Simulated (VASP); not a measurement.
# A VASP study of Nickel (LDA): structure first, properties next, part 4 of 4

How well does LDA reproduce what experiment finds for Nickel? The cell is relaxed first, and properties follow on it. Left out of this account: 1 further run (phonons: it ended without a result to show). The start is a cell from a database of measured crystal structures.

VASP 6.6.1, plane waves and PAW; the level of theory is named at each step.

Still holding for the runs below: The magnetic order is the only one that the search above brought to convergence with its moments; longer or canted patterns were not tried.

So far, moment of the cell, from the last line of the log (μB): step 2 (magnetic order: ferromagnetic) 0.571; step 6 (relaxing cell and atoms (LDA)) 0.571. The relaxed cell has a = 3.419 Å (conventional setting).

**10. Total and projected DOS (LDA)**

Level of this step: LDA, spin-polarised from a ferromagnetic start (one magnetic atom a cell); plane waves and PAW (Ni) (VASP).

A density of states needs more k-points than a total energy; ISMEAR = -5 takes tetrahedra, and LORBIT projects the states on the PAW spheres. The mesh is finer than in the run before.

The input, INCAR:

```
SYSTEM = Ni
PREC = Accurate
ENCUT = 400
EDIFF = 1E-06
NELM = 100
ISMEAR = -5
SIGMA = 0.2
LREAL = .FALSE.
ALGO = Normal
GGA = CA
NBANDS = 17
ISPIN = 2
MAGMOM = 0.571
LASPH = .TRUE.
LMAXMIX = 4
LORBIT = 11
LWAVE = .FALSE.
LCHARG = .FALSE.
KPAR = 4
NEDOS = 2001
```

The input, POSCAR:

```
Ni
1.0
    0.0000000000      1.7094510755      1.7094510755
    1.7094510755      0.0000000000      1.7094510755
    1.7094510755      1.7094510755      0.0000000000
Ni
1
Direct
    0.0000000000      0.0000000000      0.0000000000
```

The input, KPOINTS:

```
Automatic mesh
0
Gamma
16 16 16
0 0 0
```

The projector-augmented-wave data sets are Ni (LDA family, release 64).

On the command line:

```sh
$ mpirun -np 4 vasp_std
```

Log:

```text
[... set-up lines as in an earlier step ...]
 entering main loop
       N       E                     dE             d eps       ncg     rms          rms(c)
DAV:   1     0.282865688502E+02    0.28287E+02   -0.32425E+03 10912   0.638E+02
DAV:   2    -0.645919098802E+01   -0.34746E+02   -0.32274E+02 10896   0.133E+02
DAV:   3    -0.768850265101E+01   -0.12293E+01   -0.12207E+01 12087   0.254E+01
DAV:   4    -0.769285216651E+01   -0.43495E-02   -0.43469E-02 12322   0.142E+00
DAV:   5    -0.769286674034E+01   -0.14574E-04   -0.14568E-04 12559   0.808E-02    0.111E+01
DAV:   6    -0.689125697183E+01    0.80161E+00   -0.12780E+01 13693   0.359E+01    0.559E+00
DAV:   7    -0.660543228313E+01    0.28582E+00   -0.19848E+00 12534   0.131E+01    0.217E+00
DAV:   8    -0.658376239852E+01    0.21670E-01   -0.26158E-02 13751   0.966E-01    0.911E-01
DAV:   9    -0.658128808718E+01    0.24743E-02   -0.13727E-03 15442   0.183E-01    0.263E-01
DAV:  10    -0.658062706913E+01    0.66102E-03   -0.32724E-04 15593   0.805E-02    0.436E-02
DAV:  11    -0.658056966417E+01    0.57405E-04   -0.33838E-05 14128   0.369E-02    0.231E-02
DAV:  12    -0.658056329183E+01    0.63723E-05   -0.17601E-06  8847   0.871E-03    0.902E-03
DAV:  13    -0.658056395049E+01   -0.65866E-06   -0.11520E-06  6619   0.675E-03
   1 F= -.65805640E+01 E0= -.65805640E+01  d E =0.000000E+00  mag=     0.5571
 -----------------------------------------------------------------------------
|                                                                             |
|           W    W    AA    RRRRR   N    N  II  N    N   GGGG   !!!           |
|           W    W   A  A   R    R  NN   N  II  NN   N  G    G  !!!           |
|           W    W  A    A  R    R  N N  N  II  N N  N  G       !!!           |
|           W WW W  AAAAAA  RRRRR   N  N N  II  N  N N  G  GGG   !            |
|           WW  WW  A    A  R   R   N   NN  II  N   NN  G    G                |
|           W    W  A    A  R    R  N    N  II  N    N   GGGG   !!!           |
|                                                                             |
|     Tetrahedron method does not include variations of the Fermi             |
|     occupations, so forces and stress will be inaccurate. We suggest        |
|     using a different smearing scheme ISMEAR = 1 or 2 for metals in         |
|     relaxations.                                                            |
|                                                                             |
 -----------------------------------------------------------------------------
```

Elapsed: 5.6 s, on 4 MPI ranks of Intel Xeon 6975P-C (Granite Rapids), shared host; peak memory 0.5 GiB; 19 s of CPU time.

OUTCAR, selected parts (step 10):

```text
   k-points           NKPTS =    145   k-points in BZ     NKDIM =    145   number of bands    NBANDS=     17

   NELECT =      10.0000    total number of electrons

 E-fermi :  10.3075

 spin component 1
 k-point     1 :       0.0000    0.0000    0.0000
  band No.  band energies     occupation
    ...
      2       7.7440      1.00000
      3       7.7440      1.00000
      4       7.7440      1.00000
      5       9.0534      1.00000
      6       9.0534      1.00000
      7      34.7929      0.00000
      8      39.2339      0.00000
      9      39.2339      0.00000
     10      39.2339      0.00000
     11      42.5231      0.00000
    ...

 k-point     2 :       0.0625    0.0000    0.0000
  band No.  band energies     occupation
    ...
      2       7.6977      1.00000
      3       7.7829      1.00000
      4       7.7829      1.00000
      5       9.0363      1.00000
      6       9.0363      1.00000
      7      34.3672      0.00000
      8      37.3605      0.00000
      9      38.9094      0.00000
     10      38.9094      0.00000
     11      43.0127      0.00000
    ...

  Total        0.0028879      0.0028879      0.0028879      0.0000000     -0.0000000     -0.0000000
  in kB        0.4631120      0.4631120      0.4631120      0.0000000     -0.0000000     -0.0000000
  external PRESSURE =       0.4631120 kB  Pullay stress =       0.0000000 kB

  FREE ENERGIE OF THE ION-ELECTRON SYSTEM (eV)
  ---------------------------------------------------
  free  energy   TOTEN  =        -6.5805639505 eV

  energy  without entropy=       -6.5805639505  energy(sigma->0) =       -6.58056395

 magnetization (x)
# of ion       s       p       d       tot
------------------------------------------
    1       -0.005  -0.019   0.582   0.557

[... 7 parts as in an earlier step ...]

[... 15 further parts left out ...]
```

With tetrahedra the forces and stress of a metal are not exact derivatives of the energy.

Numbers from this step:

```yaml
irreducible_k_points: 145
free_energy_toten: -6.581 eV
fermi_energy: 10.31 eV
pressure: 0.04631 GPa
moment_of_the_cell_from_the_last_line_of_the_log: 0.5571 μB
dos_at_the_fermi_level: 1.804 states/eV/cell
```

The density of states has structure finer than the step of the table below, so its rows give means over 1 eV, whole bins alone (the curve runs from -12.0 to 7.96 eV). Peaks (eV: height): total down -3.6: 0.925, -1.8: 1.54, -0.9: 1.25, 0.1: 2.21; total up -4.1: 0.966, -2.3: 1.62, -0.5: 2.35; Ni d up -4.1: 0.809, -2.3: 1.52, -0.5: 2.31; Ni d down -3.6: 0.768, -1.8: 1.43, -0.9: 1.18, 0.1: 2.17; Ni p up -4.0: 0.0669, -3.7: 0.0689, -2.6: 0.102, -2.1: 0.0658.

States under -12.0 eV and over 8.0 eV are left out. The density of states by energy, zero at the Fermi level; means over each step; 7 of 8 lines; values in states/eV/cell:

| energy (eV) | total down | total up | Ni d up | Ni d down | Ni p up | Ni p down | Ni s up |
| --- | --- | --- | --- | --- | --- | --- | --- |
| -11 | 0 | 0 | 0 | 0 | 0 | 0 | 0 |
| -10 | 7.8e-5 | 2.9e-4 | 0 | 0 | 0 | 0 | 2.3e-4 |
| -9 | 0.0211 | 0.0224 | 3.4e-5 | 1.0e-5 | 0.00119 | 0.00108 | 0.0167 |
| -8 | 0.0422 | 0.0435 | 0.00107 | 8.6e-4 | 0.00497 | 0.00477 | 0.0292 |
| -7 | 0.0633 | 0.0668 | 0.00537 | 0.00410 | 0.0109 | 0.0104 | 0.0383 |
| -6 | 0.0989 | 0.116 | 0.0269 | 0.0172 | 0.0205 | 0.0189 | 0.0499 |
| -5 | 0.284 | 0.430 | 0.271 | 0.146 | 0.0384 | 0.0343 | 0.0756 |
| -4 | 0.657 | 0.807 | 0.677 | 0.509 | 0.0534 | 0.0492 | 0.0235 |
| -3 | 0.783 | 1.03 | 0.891 | 0.668 | 0.0749 | 0.0629 | 0.0101 |
| -2 | 1.19 | 1.11 | 1.02 | 1.05 | 0.0460 | 0.0759 | 0.00817 |
| -1 | 1.02 | 1.31 | 1.26 | 0.955 | 0.0190 | 0.0305 | 0.00584 |
| 0 | 1.11 | 0.413 | 0.372 | 1.07 | 0.0210 | 0.0156 | 0.0106 |
| 1 | 0.168 | 0.143 | 0.0859 | 0.123 | 0.0336 | 0.0258 | 0.0128 |
| 2 | 0.143 | 0.130 | 0.0622 | 0.0818 | 0.0425 | 0.0381 | 0.0125 |
| 3 | 0.130 | 0.120 | 0.0473 | 0.0601 | 0.0490 | 0.0469 | 0.0103 |
| 4 | 0.111 | 0.102 | 0.0370 | 0.0450 | 0.0458 | 0.0456 | 0.00768 |
| 5 | 0.0860 | 0.0786 | 0.0266 | 0.0320 | 0.0378 | 0.0390 | 0.00488 |
| 6 | 0.0628 | 0.0543 | 0.0179 | 0.0219 | 0.0263 | 0.0303 | 0.00378 |
| 7 | 0.0928 | 0.124 | 0.0482 | 0.0379 | 0.0252 | 0.0186 | 0.0399 |

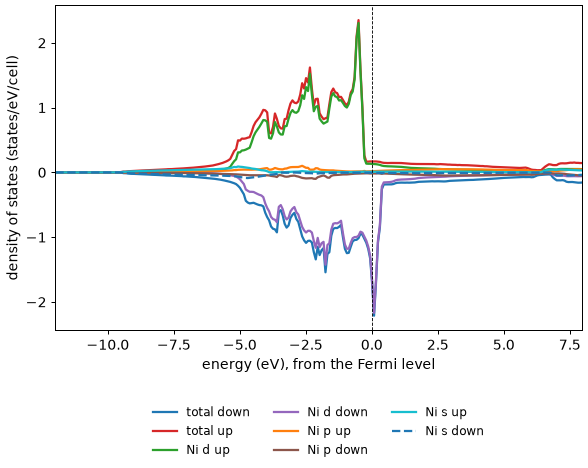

Density of states, plotted against energy. Down spins are drawn negative.

The finer mesh and the other smearing move the Fermi level by +0.02 eV from the 11×11×11 run, a small shift, which tests the Fermi level alone. Of the states within 0.3 eV of the Fermi level, the largest shares in the PAW spheres are Ni d 95 %. The rest lies in smaller channels or between the spheres.

**11. Core-level energies (LDA)**

ICORELEVEL = 1 prints the core eigenvalues in the potential of the ground state.

Changes to INCAR since step 10:

```diff
@@ -5,3 +5,3 @@
 NELM = 100
-ISMEAR = -5
+ISMEAR = 1
 SIGMA = 0.2
@@ -10,3 +10,3 @@
 GGA = CA
-NBANDS = 17
+NBANDS = 12
 ISPIN = 2
@@ -19,2 +19,2 @@
 KPAR = 4
-NEDOS = 2001
+ICORELEVEL = 1
```

POSCAR is that of step 10.

The input, KPOINTS:

```
Automatic mesh
0
Gamma
11 11 11
0 0 0
```

On the command line:

```sh
$ mpirun -np 4 vasp_std
```

Log:

```text
[... set-up lines as in an earlier step ...]
 entering main loop
       N       E                     dE             d eps       ncg     rms          rms(c)
DAV:   1     0.252502824464E+02    0.25250E+02   -0.38037E+03  2812   0.899E+02
DAV:   2    -0.684926568301E+01   -0.32100E+02   -0.30303E+02  2900   0.156E+02
DAV:   3    -0.768919963026E+01   -0.83993E+00   -0.83395E+00  3056   0.282E+01
DAV:   4    -0.769558930127E+01   -0.63897E-02   -0.63886E-02  3104   0.216E+00
DAV:   5    -0.769570652910E+01   -0.11723E-03   -0.11723E-03  3160   0.282E-01    0.110E+01
DAV:   6    -0.689557047129E+01    0.80014E+00   -0.13915E+01  3428   0.508E+01    0.561E+00
DAV:   7    -0.661128738324E+01    0.28428E+00   -0.22249E+00  3376   0.190E+01    0.219E+00
DAV:   8    -0.658793495864E+01    0.23352E-01   -0.30713E-02  3860   0.159E+00    0.933E-01
DAV:   9    -0.658550845257E+01    0.24265E-02   -0.12417E-03  3952   0.252E-01    0.266E-01
DAV:  10    -0.658480152013E+01    0.70693E-03   -0.59666E-04  3780   0.156E-01    0.568E-02
DAV:  11    -0.658481359606E+01   -0.12076E-04   -0.79732E-06  3184   0.255E-02    0.230E-02
DAV:  12    -0.658481152712E+01    0.20689E-05   -0.80161E-06  2400   0.186E-02    0.523E-03
DAV:  13    -0.658481175306E+01   -0.22594E-06   -0.33981E-07  1596   0.399E-03
   1 F= -.65848118E+01 E0= -.65849068E+01  d E =0.285165E-03  mag=     0.5709
```

It took 2.4 s on 4 MPI ranks; peak memory 0.44 GiB; 6.6 s of CPU time.

From OUTCAR (step 11):

```text
   NELECT =      10.0000    total number of electrons

 the core state eigenenergies are
   1-  1s  -8153.6184  2s   -959.8534  2p   -825.2337  3s    -91.9545  3p    -52.9470

 E-fermi :  10.2895

  Total       -0.0002153     -0.0002153     -0.0002153      0.0000000     -0.0000000      0.0000000
  in kB       -0.0345235     -0.0345235     -0.0345235      0.0000000     -0.0000000      0.0000000
  external PRESSURE =      -0.0345235 kB  Pullay stress =       0.0000000 kB

  FREE ENERGIE OF THE ION-ELECTRON SYSTEM (eV)
  ---------------------------------------------------
  free  energy   TOTEN  =        -6.5848117531 eV

  energy  without entropy=       -6.5850969181  energy(sigma->0) =       -6.58490681

[... 23 parts as in an earlier step ...]

[... 2 further parts left out ...]
```

These are scalar-relativistic Kohn-Sham levels of the ground state, with no core hole, so they are not binding energies.

This step gave:

| Quantity | Value |
| --- | --- |
| bands | 12 |
| irreducible k-points | 56 |
| free energy (TOTEN) | -6.585 eV |
| Fermi energy | 10.29 eV |
| pressure | -0.003452 GPa |
| moment of the cell, from the last line of the log | 0.5709 μB |

Kohn-Sham core levels. Core levels, by row:

| atom | shell | level below the Fermi level (eV) |
| --- | --- | --- |
| Ni1 | 1s | 8164 |
| Ni1 | 2s | 970.1 |
| Ni1 | 2p | 835.5 |
| Ni1 | 3s | 102.2 |
| Ni1 | 3p | 63.24 |

**12. Electric field gradients (LDA)**

Field gradients probe how far the charge around each nucleus departs from cubic symmetry; LASPH keeps the non-spherical terms inside the spheres.

Changes to INCAR since step 11:

```diff
@@ -3,3 +3,3 @@
 ENCUT = 400
-EDIFF = 1E-06
+EDIFF = 1E-07
 NELM = 100
@@ -19,2 +19,2 @@
 KPAR = 4
-ICORELEVEL = 1
+LEFG = .TRUE.
```

POSCAR is that of step 11.

KPOINTS is that of step 11.

On the command line:

```sh
$ mpirun -np 4 vasp_std
```

Log:

```text
[... set-up lines as in an earlier step ...]
 entering main loop
       N       E                     dE             d eps       ncg     rms          rms(c)
[... 10 cycles as in an earlier step ...]
DAV:  11    -0.658481359725E+01   -0.12077E-04   -0.79848E-06  3392   0.255E-02    0.231E-02
DAV:  12    -0.658481154013E+01    0.20571E-05   -0.81212E-06  3748   0.186E-02    0.526E-03
DAV:  13    -0.658481175322E+01   -0.21309E-06   -0.20620E-07  2000   0.313E-03    0.962E-04
DAV:  14    -0.658481175644E+01   -0.32246E-08   -0.16184E-08  1560   0.144E-03
ion   1
     0.0000000    -0.0000000     0.0000000    -0.0000000    -0.0000000     0.0000000
     0.0000452    -0.0000000     0.0000000    -0.0000000    -0.0000000     0.0000000
     0.0000622    -0.0000000     0.0000000    -0.0000000    -0.0000000     0.0000000
     0.0000857    -0.0000000     0.0000000    -0.0000000    -0.0000000     0.0000000
     0.0001180    -0.0000000     0.0000000    -0.0000000    -0.0000000     0.0000000

     0.0000000    -0.0000000     0.0000000    -0.0000000    -0.0000000     0.0000000
     0.0000452    -0.0000000     0.0000000    -0.0000000    -0.0000000     0.0000000
     0.0000622    -0.0000000     0.0000000    -0.0000000    -0.0000000     0.0000000
     0.0000857    -0.0000000     0.0000000    -0.0000000    -0.0000000     0.0000000
     0.0001180    -0.0000000     0.0000000    -0.0000000    -0.0000000     0.0000000

   1 F= -.65848118E+01 E0= -.65849064E+01  d E =0.283893E-03  mag=     0.5708
```

Run time: 2.6 s. Hardware: 4 MPI ranks; peak memory 0.45 GiB.

From OUTCAR (step 12):

```text
   NELECT =      10.0000    total number of electrons

 E-fermi :  10.2895

 k-point     2 :       0.0909    0.0000    0.0000
  band No.  band energies     occupation
    ...
      2       7.6366      1.00000
      3       7.8097      1.00000
      4       7.8097      1.00000
      5       8.9991      1.00000
      6       8.9991      1.00000
      7      33.6208      0.00000
      8      36.5420      0.00000
      9      38.6320      0.00000
     10      38.6320      0.00000
     11      43.4396      0.00000
    ...

 k-point     3 :       0.1818    0.0000    0.0000
  band No.  band energies     occupation
    ...
      2       7.4319      1.00000
      3       7.9561      1.00000
      4       7.9561      1.00000
      5       8.9895      1.00000
      6       8.9895      1.00000
      7      29.2256      0.00000
      8      35.6103      0.00000
      9      37.7272      0.00000
     10      37.7272      0.00000
     11      43.5181      0.00000
    ...

  Total       -0.0004006     -0.0004006     -0.0004006      0.0000000      0.0000000     -0.0000000
  in kB       -0.0642381     -0.0642381     -0.0642381      0.0000000      0.0000000     -0.0000000
  external PRESSURE =      -0.0642381 kB  Pullay stress =       0.0000000 kB

  FREE ENERGIE OF THE ION-ELECTRON SYSTEM (eV)
  ---------------------------------------------------
  free  energy   TOTEN  =        -6.5848117564 eV

  energy  without entropy=       -6.5850956498  energy(sigma->0) =       -6.58490639

 Electric field gradients after diagonalization (V/A^2)
 (convention: |V_zz| > |V_xx| > |V_yy|)
----------------------------------------------------------------------
 ion       V_xx      V_yy      V_zz     asymmetry (V_yy - V_xx)/ V_zz
----------------------------------------------------------------------
   1      -0.001    -0.001     0.002       0.000
----------------------------------------------------------------------

[... 16 parts as in an earlier step ...]

[... 8 further parts left out ...]
```

Numbers from this step:

```
SCF cycles                                        : 14
pressure                                          : -0.006424 GPa
moment of the cell, from the last line of the log : 0.5708 μB
```

Electric field gradients, by row:

| atom | Vxx (V/Å²) | Vyy (V/Å²) | Vzz (V/Å²) | asymmetry |
| --- | --- | --- | --- | --- |
| Ni1 | -0.001 | -0.001 | 0.002 | - |

All gradients vanish within the noise.

The run ends at a pressure of -0.01 GPa.

**13. Summary of results**

| Property | Result |
| --- | --- |
| relaxed volume | 9.991 Å³/atom |
| relaxed conventional cell a, b, c | 3.419, 3.419, 3.419 Å |
| space group after relaxing, within 0.02 Å | Fm-3m (No. 225) |
| moment of the cell (16×16×16 mesh) | 0.557 μB |
| largest site moment (16×16×16 mesh) | 0.557 μB on Ni1 |
| band gap | none, a metal |
| DOS at the Fermi level | 1.80 states/eV/cell |
| shallowest level of the frozen cores | Ni1 3p, 63.2 eV deep |
| largest field gradient Vzz | zero within the noise on all sites |

What this shows: With LDA, Nickel relaxes to 9.991 Å³/atom in space group Fm-3m, comes out as a metal and keeps moments of up to 0.557 μB (16×16×16 mesh). Against the listed cell the volume lies -8.7 %. Bands along the symmetry lines (LDA), spin up: Of the bands kept, 1 crosses the Fermi level on this path. Bands along the symmetry lines (LDA), spin down: Of the bands kept, 4 cross the Fermi level on this path. The k-sampling is coarse for a metal, so the Fermi level, moments, pressures and the shape of the cell carry errors. Only a few collinear orders were tried, on the cell as listed. No search among competing phases was made. All values are for a static lattice at zero temperature.

Calculation against experiment:

| quantity | measured | LDA |
| --- | --- | --- |
| lattice constant a (Å) | 3.523 | 3.419 (-3.0 %) |

Measured values from pmc:2430951 (2008).

Verdict: The lattice constant a is off by -3.0 %: a clear miss. The grades are ours: good and fair within 0.7 and 1.5 % for the lattice constant a. Zero-point motion and thermal expansion are not in the computed lattice constants.

[Lines on the potential files, build, host, timing and source positions are cut from VASP's logs without a mark.]

[Logs are printed without paths, hosts, clocks, repeated set-up lines and the standing remarks that a program may print on its own settings, such as how far it seeks lower states.]

[Hosts, paths, dates, database ids (printed as entryN), source tags and the programs' standing remarks are cut or masked in the printed files.]

[A measured line is paired with the nearest computed mode of its activity, which favours agreement.]
